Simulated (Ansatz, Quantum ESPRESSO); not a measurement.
# Cl on fcc sites of Ti(0001): the work function of the upper face at a withheld member of a series

Method. Quantum ESPRESSO 7.5, PBE, GBRV ultrasoft. Slabs of 3 layers, covered on the upper face; adsorbates and the top layer relax in a periodic cell, the rest is held (the clean slab relaxes both outer layers); a run under open boundaries (ESM, bc1) gives both vacuum levels. Cells of one to 9 surface sites carry the coverages, on meshes of like density; cold smearing of 0.02 Ry. The slabs take the lattice constants of the bulk relaxed by the same program. The series steps the coverage.

```tsv
coverage	work function of the upper face (eV)
0 ML	4.423
0.1111 ML	4.311
0.1667 ML	4.255
0.25 ML	4.154
0.3333 ML	3.987
0.5 ML	4.120
0.6667 ML	4.171
0.75 ML	4.176
```

One more run was made and is withheld. What is the work function of the upper face at 1 ML?

**Fit.** The rows at 0.6667 ML and 0.75 ML give a slope of (4.176 − (4.171))/(0.75 − (0.6667)) = 0.06002, so a straight line gives 4.191 eV. A parabola through these and the row at 0.5 ML gives 4.109 eV.

**The withheld run.** 4.223 eV. The line misses by −0.032 and the parabola by −0.114 eV. The line does better here.

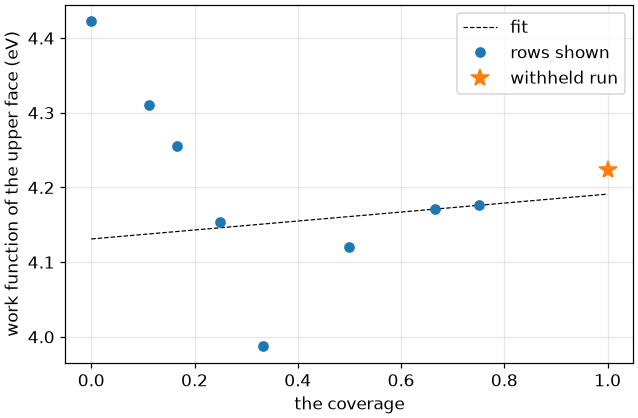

The rows shown, the fit and the withheld run.

Caveats: Thin slabs, one site and one ordered pattern a coverage; no reconstruction or subsurface sites; meshes differ a little between cells.

[Logs are printed without paths, hosts, clocks, repeated set-up lines and the standing remarks that a program may print on its own settings, such as how far it seeks lower states.]
